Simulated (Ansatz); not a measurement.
System: ClH4NSi.

```xyz
7

Si   -0.0493   -0.0356   -0.0263
H    -0.0942    0.0253    1.4419
Cl    1.9888   -0.0788   -0.5229
H    -0.5836    1.1636   -0.6879
N    -0.9264   -1.4029   -0.5494
H    -0.8899   -2.2750   -0.0538
H    -1.1958   -1.5262   -1.5085
```

Theory: Ansatz, RKS BHLYP-D4/def2-SVPD.

Q: What can the converged electron density and electron localisation function tell about the bonding?

A: Si–N (1.71 Å): the density is about 1.1 e/Å³ at the midpoint; the ELF peaks at about 0.90 between the atoms; a shared but strongly polarised pair.
Si–Cl (2.10 Å): ρ at the midpoint is about 0.81 e/Å³; the ELF peaks at about 0.90 between the atoms (a shared but strongly polarised pair).

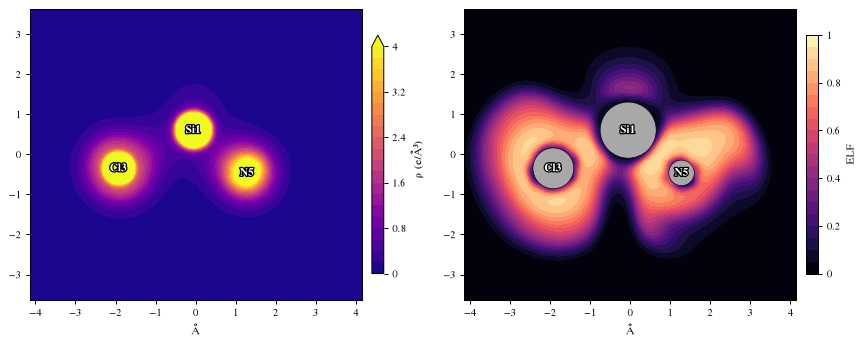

Computed electron density and electron localisation function on the plane of atoms Cl3, Si1 and N5, in this order. Grey discs cover the atomic cores in the ELF map. 
